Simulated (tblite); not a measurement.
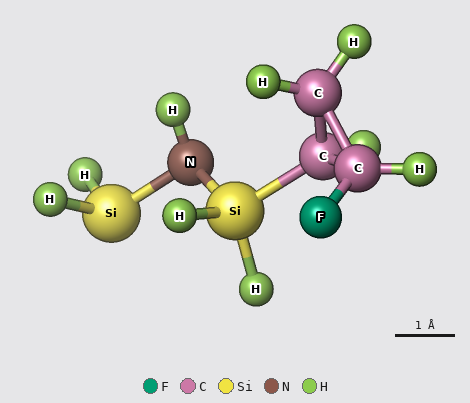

Fig. 1: The starting structure (ball-and-stick view, seen at a tilt).

Geometry relaxation of C₃H₉FNSi₂

C₃H₉FNSi₂, multiplicity 2, computed with GFN2-xTB geometry optimisation, gas phase (tblite 0.8.0).

It belongs to a series of runs on one base structure; here: H removed from Si.

**The input**
```
{"job": {"kind": "relax", "xc": "GFN2-xTB", "basis": "xTB"}, "charge": 0, "multiplicity": 2}
F     -2.315700    -0.046200    -1.652100
C     -2.352000    -0.453400    -0.342700
C     -1.926900     0.543300     0.702500
C     -1.059400    -0.635200     0.391100
Si     0.546100    -0.398900    -0.501300
N      1.748900    -0.076800     0.637400
Si     3.253300     0.079100    -0.145700
H     -3.178600    -1.108800    -0.142300
H     -1.656100     1.530200     0.344400
H     -2.481400     0.553000     1.642700
H     -1.022500    -1.436300     1.135400
H      0.463800     0.764600    -1.416300
H      0.904100    -1.625100    -1.242200
H      1.541900     0.789700     1.119300
H      4.265400     0.112300     0.933500
H      3.261500     1.417500    -0.757000
```

The first line tells a small driver script what to run in tblite; the rest is the geometry in Å.

Hardware: 1 CPU thread, shared host.

Run as:
```bash
OMP_NUM_THREADS=1 python <driver script> task.json out
```

**The program's output**
```
step      E/eV     max force
  0    -600.39040    2.011
  1    -600.49081    0.816
  2    -600.52551    0.453
  3    -600.55940    0.566
  4    -600.61440    0.654
  5    -600.66202    0.694
  6    -600.69667    0.454
  7    -600.71598    0.283
  8    -600.72952    0.297
  9    -600.74846    0.302
 10    -600.76347    0.335
 11    -600.77388    0.303
 12    -600.78281    0.250
 13    -600.79097    0.244
 14    -600.79838    0.284
 15    -600.80310    0.353
 16    -600.80696    0.119
 17    -600.80883    0.085
 18    -600.81023    0.121
 19    -600.81229    0.132
 20    -600.81433    0.122
 21    -600.81640    0.114
 22    -600.81842    0.105
 23    -600.82074    0.120
 24    -600.82329    0.134
 25    -600.82571    0.118
 26    -600.82777    0.102
 27    -600.82953    0.106
 28    -600.83109    0.109
 29    -600.83252    0.111
 30    -600.83390    0.094
 31    -600.83547    0.110
 32    -600.83737    0.113
 33    -600.83926    0.109
 34    -600.84069    0.173
 35    -600.84188    0.101
 36    -600.84312    0.091
 37    -600.84565    0.109
 38    -600.84706    0.094
 39    -600.84839    0.082
 40    -600.84923    0.088
 41    -600.85029    0.094
 42    -600.85140    0.095
 43    -600.85247    0.076
 44    -600.85338    0.065
 45    -600.85440    0.073
 46    -600.85582    0.127
 47    -600.85758    0.138
 48    -600.85919    0.116
 49    -600.86015    0.104
 50    -600.86091    0.119
 51    -600.86176    0.095
 52    -600.86286    0.063
 53    -600.86350    0.087
 54    -600.86431    0.086
 55    -600.86489    0.062
 56    -600.86532    0.050
 57    -600.86561    0.042
 58    -600.86587    0.049
 59    -600.86618    0.062
 60    -600.86669    0.065
 61    -600.86744    0.067
 62    -600.86830    0.062
 63    -600.86904    0.058
 64    -600.86958    0.058
 65    -600.87003    0.054
 66    -600.87053    0.055
 67    -600.87108    0.056
 68    -600.87187    0.066
 69    -600.87245    0.061
 70    -600.87325    0.064
 71    -600.87395    0.058
 72    -600.87471    0.085
 73    -600.87553    0.098
 74    -600.87654    0.073
 75    -600.87750    0.076
 76    -600.87821    0.099
 77    -600.87918    0.122
 78    -600.88042    0.111
 79    -600.88242    0.125
 80    -600.88449    0.085
 81    -600.88628    0.060
 82    -600.88707    0.073
 83    -600.88753    0.058
 84    -600.88808    0.071
 85    -600.88829    0.130
 86    -600.88940    0.089
 87    -600.89021    0.057
 88    -600.89060    0.046
 89    -600.89096    0.037
 90    -600.89112    0.032
 91    -600.89139    0.033
 92    -600.89161    0.033
 93    -600.89185    0.041
 94    -600.89207    0.037
 95    -600.89226    0.032
 96    -600.89240    0.025
 97    -600.89248    0.020
 98    -600.89252    0.031
 99    -600.89255    0.017
100    -600.89258    0.013
101    -600.89261    0.016
102    -600.89265    0.019
103    -600.89268    0.021
104    -600.89272    0.016
105    -600.89276    0.010
106    -600.89279    0.011
107    -600.89280    0.013
108    -600.89281    0.013
109    -600.89283    0.010
```

**Trajectory as extended XYZ (Å, eV, eV/Å), 7 of the 110 frames kept, from step=0 to step=109**
```
16
Properties=species:S:1:pos:R:3:forces:R:3 step=0 energy=-600.39040
F    -2.3157   -0.0462   -1.6521   -0.0620  -0.2040   0.2470
C    -2.3520   -0.4534   -0.3427    0.5870   0.4340   0.5590
C    -1.9269    0.5433    0.7025   -0.6340   0.0280   0.0480
C    -1.0594   -0.6352    0.3911   -0.2520  -0.3580   0.2210
Si    0.5461   -0.3989   -0.5013   -0.9300  -0.1850  -1.7730
N     1.7489   -0.0768    0.6374    0.0620   0.3450   1.0990
Si    3.2533    0.0791   -0.1457    1.7340   0.6120   0.0990
H    -3.1786   -1.1088   -0.1423   -0.2750  -0.1430  -0.2040
H    -1.6561    1.5302    0.3444    0.1060  -0.1970   0.0750
H    -2.4814    0.5530    1.6427    0.1450   0.0450  -0.3080
H    -1.0225   -1.4363    1.1354   -0.2580   0.2530  -0.2140
H     0.4638    0.7646   -1.4163   -0.1750  -0.2560  -0.0190
H     0.9041   -1.6251   -1.2422   -0.0370   0.1940   0.1740
H     1.5419    0.7897    1.1193   -0.0420  -0.2300   0.4970
H     4.2654    0.1123    0.9335   -0.1140  -0.2180  -0.1870
H     3.2615    1.4175   -0.7570    0.1450  -0.1220  -0.3140
16
Properties=species:S:1:pos:R:3:forces:R:3 step=18 energy=-600.81023
F    -2.3568   -0.0798   -1.6262   -0.0200  -0.0350   0.0620
C    -2.3775   -0.4557   -0.3084   -0.0310   0.0300   0.0190
C    -1.9688    0.5502    0.7119   -0.0850  -0.0060  -0.0450
C    -1.0811   -0.6289    0.4065   -0.0220  -0.0110  -0.0390
Si    0.4959   -0.3502   -0.5857   -0.0080  -0.0010  -0.0280
N     1.7743    0.0738    0.4980    0.0160  -0.0440  -0.1120
Si    3.4016    0.2307   -0.0803    0.0160  -0.0040   0.0270
H    -3.2237   -1.1145   -0.1396    0.0670   0.0240  -0.0050
H    -1.6576    1.5186    0.3460   -0.0280  -0.0440   0.0450
H    -2.5254    0.5776    1.6384    0.0480   0.0340  -0.0070
H    -1.0738   -1.4277    1.1373    0.0190   0.0280   0.0210
H     0.2437    0.6934   -1.5825    0.0370   0.0290   0.0150
H     0.8989   -1.6021   -1.2294   -0.0100  -0.0110  -0.0100
H     1.5382    0.4757    1.3931    0.0370  -0.0190  -0.0170
H     4.3275    0.1312    1.0391   -0.0320   0.0330   0.0720
H     3.5769    1.4167   -0.9115   -0.0040  -0.0030   0.0020
16
Properties=species:S:1:pos:R:3:forces:R:3 step=36 energy=-600.84312
F    -2.4404   -0.1116   -1.5919   -0.0040  -0.0740   0.0390
C    -2.3877   -0.4738   -0.2719   -0.0550   0.0630   0.0350
C    -1.9765    0.5663    0.7094   -0.0140   0.0210  -0.0150
C    -1.0558   -0.5834    0.3889   -0.0430  -0.0480  -0.0300
Si    0.4872   -0.3395   -0.6687    0.0260   0.0240   0.0440
N     1.8002    0.0311    0.3932    0.0220   0.0020   0.0250
Si    3.4761    0.2270   -0.0160   -0.0130  -0.0430   0.0120
H    -3.2018   -1.1538   -0.0463    0.0400  -0.0250  -0.0660
H    -1.7317    1.5380    0.3096    0.0380   0.0170   0.0240
H    -2.4862    0.5905    1.6622    0.0360   0.0300  -0.0030
H    -1.0058   -1.3604    1.1412    0.0440  -0.0070   0.0320
H     0.2704    0.7468   -1.6210   -0.0060   0.0570  -0.0420
H     0.7792   -1.6024   -1.3520    0.0310   0.0050  -0.0220
H     1.5679    0.2734    1.3441   -0.0570  -0.0280  -0.0040
H     4.2170    0.3041    1.2418   -0.0270   0.0270  -0.0340
H     3.6801    1.3565   -0.9160   -0.0170  -0.0200   0.0050
16
Properties=species:S:1:pos:R:3:forces:R:3 step=54 energy=-600.86431
F    -2.4962   -0.2132   -1.5574   -0.0200   0.0040   0.0020
C    -2.3808   -0.4987   -0.2233    0.0080  -0.0180  -0.0280
C    -1.9319    0.5899    0.6870   -0.0810  -0.0050  -0.0290
C    -1.0147   -0.5634    0.3621   -0.0280   0.0120   0.0300
Si    0.4841   -0.2816   -0.7459    0.0130  -0.0060   0.0670
N     1.7618   -0.0095    0.3824    0.0380   0.0130   0.0290
Si    3.4603    0.1773    0.0813    0.0020  -0.0030   0.0210
H    -3.1630   -1.1925    0.0647    0.0110   0.0250  -0.0080
H    -1.7206    1.5492    0.2396    0.0230  -0.0200  -0.0020
H    -2.3907    0.6519    1.6635    0.0250   0.0000   0.0050
H    -0.8953   -1.2999    1.1477   -0.0010  -0.0120  -0.0030
H     0.2847    0.8749   -1.6179   -0.0080   0.0420  -0.0010
H     0.7766   -1.4828   -1.5288   -0.0070  -0.0330  -0.0370
H     1.4905    0.0420    1.3515    0.0170  -0.0060  -0.0050
H     4.0701    0.4998    1.3695    0.0050   0.0180  -0.0280
H     3.6577    1.1656   -0.9694    0.0020  -0.0120  -0.0130
16
Properties=species:S:1:pos:R:3:forces:R:3 step=73 energy=-600.87553
F    -2.5063   -0.2511   -1.5722    0.0150   0.0150  -0.0020
C    -2.3872   -0.5134   -0.2345    0.0130  -0.0190  -0.0070
C    -1.9523    0.5885    0.6633   -0.0030  -0.0050   0.0000
C    -1.0265   -0.5680    0.3669   -0.0010   0.0300   0.0040
Si    0.4914   -0.2413   -0.7054    0.0010  -0.0050   0.0260
N     1.7843   -0.0485    0.4236    0.0290   0.0020  -0.0300
Si    3.4824    0.1490    0.1185    0.0110   0.0770  -0.0600
H    -3.1667   -1.2026    0.0684   -0.0070  -0.0190  -0.0270
H    -1.7258    1.5327    0.1916    0.0070   0.0040   0.0340
H    -2.4159    0.6813    1.6346   -0.0050  -0.0290  -0.0070
H    -0.9183   -1.3113    1.1493    0.0070   0.0680   0.0100
H     0.3112    0.9961   -1.4691   -0.0040  -0.0190  -0.0180
H     0.7617   -1.3838   -1.5817   -0.0120   0.0010  -0.0240
H     1.5354   -0.1107    1.3963    0.0010  -0.0090   0.0550
H     4.0691    0.7179    1.3300   -0.0160  -0.0140   0.0040
H     3.6560    0.9738   -1.0729   -0.0350  -0.0760   0.0420
16
Properties=species:S:1:pos:R:3:forces:R:3 step=91 energy=-600.89139
F    -2.3645   -0.2513   -1.6170    0.0020   0.0150   0.0000
C    -2.3422   -0.5219   -0.2754   -0.0030  -0.0060  -0.0010
C    -2.0248    0.5916    0.6571    0.0040  -0.0030  -0.0040
C    -1.0261   -0.5140    0.4199    0.0000  -0.0080   0.0050
Si    0.5109   -0.1716   -0.6152   -0.0030   0.0050   0.0180
N     1.8313   -0.1652    0.4975   -0.0130   0.0110   0.0110
Si    3.5061    0.1256    0.1505   -0.0080   0.0100  -0.0070
H    -3.1111   -1.2489   -0.0433   -0.0090  -0.0130  -0.0040
H    -1.8208    1.5564    0.2197    0.0140   0.0000  -0.0020
H    -2.5539    0.6367    1.5980   -0.0080  -0.0010  -0.0080
H    -0.9364   -1.2432    1.2154    0.0250   0.0000   0.0110
H     0.3958    1.1366   -1.2642   -0.0110   0.0200  -0.0030
H     0.7012   -1.2247   -1.6177   -0.0070  -0.0100   0.0120
H     1.6215   -0.3454    1.4663   -0.0130  -0.0030  -0.0300
H     4.0169    1.0681    1.1428    0.0100  -0.0030   0.0120
H     3.5884    0.5801   -1.2278    0.0190  -0.0140  -0.0090
16
Properties=species:S:1:pos:R:3:forces:R:3 step=109 energy=-600.89283
F    -2.3434   -0.2494   -1.6194   -0.0080   0.0020  -0.0040
C    -2.3366   -0.5252   -0.2785    0.0000   0.0010   0.0000
C    -2.0313    0.5874    0.6589    0.0030  -0.0010   0.0050
C    -1.0266   -0.5134    0.4280    0.0050   0.0020   0.0050
Si    0.5049   -0.1588   -0.6107   -0.0010   0.0070   0.0030
N     1.8275   -0.1409    0.4985    0.0000  -0.0040  -0.0090
Si    3.5073    0.1258    0.1537   -0.0010  -0.0040   0.0060
H    -3.1069   -1.2545   -0.0572   -0.0010  -0.0040  -0.0040
H    -1.8230    1.5544    0.2280   -0.0050  -0.0030  -0.0050
H    -2.5718    0.6273    1.5934   -0.0010   0.0020   0.0030
H    -0.9317   -1.2414    1.2240    0.0040  -0.0040   0.0000
H     0.3822    1.1504   -1.2573   -0.0020   0.0000  -0.0010
H     0.6855   -1.2179   -1.6091    0.0040   0.0030   0.0000
H     1.6177   -0.3527    1.4603    0.0010   0.0080   0.0030
H     4.0260    1.0806    1.1302   -0.0010  -0.0020   0.0000
H     3.6127    0.5373   -1.2362    0.0030  -0.0040  -0.0020
```

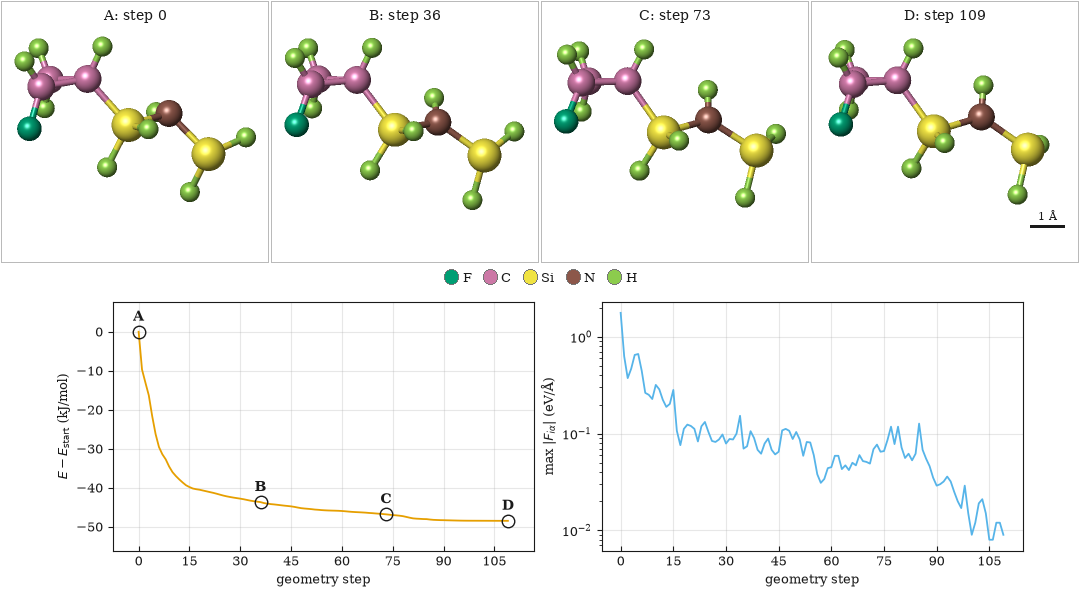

Fig. 2: Frames of the relaxation (ball-and-stick view, seen at an oblique angle) above the curves, on which the letters mark them (steps are counted from 0).

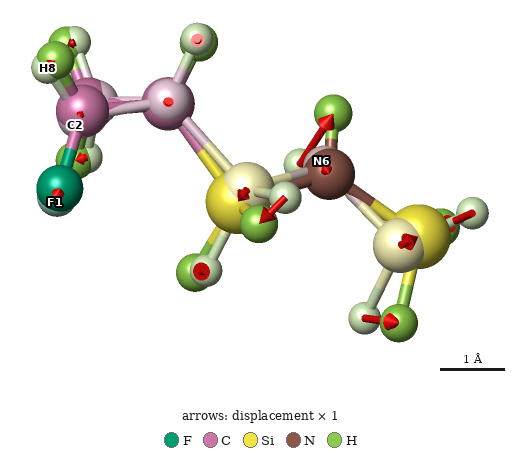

Fig. 3: Start (faint) and end (solid) with the displacements as red arrows, at true length (ball-and-stick view, seen at an oblique angle). The two geometries are laid on each other by the best rigid fit. The largest move after the best rigid fit is that of H14, 1.20 Å. By element the largest moves are H 1.20 Å, Si 0.39 Å, F 0.20 Å, N 0.18 Å, C 0.14 Å. Among the contacts that change: Si5–N6 1.687 → 1.726 Å, N6–Si7 1.703 → 1.735 Å, C4–Si5 1.852 → 1.884 Å, Si7–H15 1.480 → 1.461 Å. Among the angles that change: Si5–N6–Si7 109.7° → 128.0°, H15–Si7–H16 106.2° → 115.4°, Si5–N6–H14 109.8° → 116.9°. Over 109 geometry steps the energy falls by 48.5 kJ/mol. Largest force component: 1.8 eV/Å at the start, 0.009 eV/Å at the end. (Atoms are counted from 1 in the order of the input.)

**Key numbers**

- outcome: converged
- total energy: −600.8928 eV
- wall time: 1.2 s
- peak memory: 0.18 GiB
